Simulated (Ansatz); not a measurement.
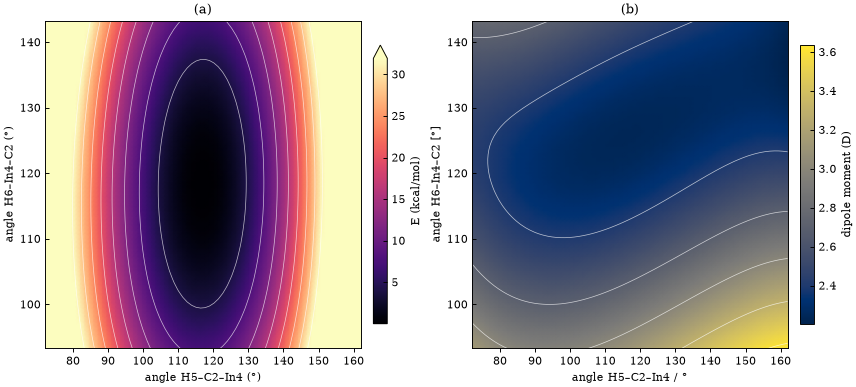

CH₃F₂In, SMILES F[CH](F)[InH2]. 
- First axis: angle H5–C2–In4. Second axis: angle H6–In4–C2.
- Nothing is relaxed (all other coordinates rigid).
- The grid has 15 × 15 points.
- Points are written as (first, second).
- All energies are given in kcal/mol relative to the relaxed molecule at the same level.
- Level of theory: Ansatz 0.2.0, RHF/def2-TZVP.

Panel (a) is the energy and panel (b) the computed dipole moment on the same grid.

Drawn: a smooth colour map with a few white contour lines, one colour for all values above the top of the scale. Between grid points the surface is interpolated.

Q: How does the dipole moment vary over the map, and what is it at the lowest grid point?

A: Leaving out the highest fifth of the energies, it runs from 2.24 D at (117.0°, 125.4°) to 3.53 D at (149.2°, 93.3°). At the lowest grid point, (117.0°, 118.3°), it is 2.29 D.
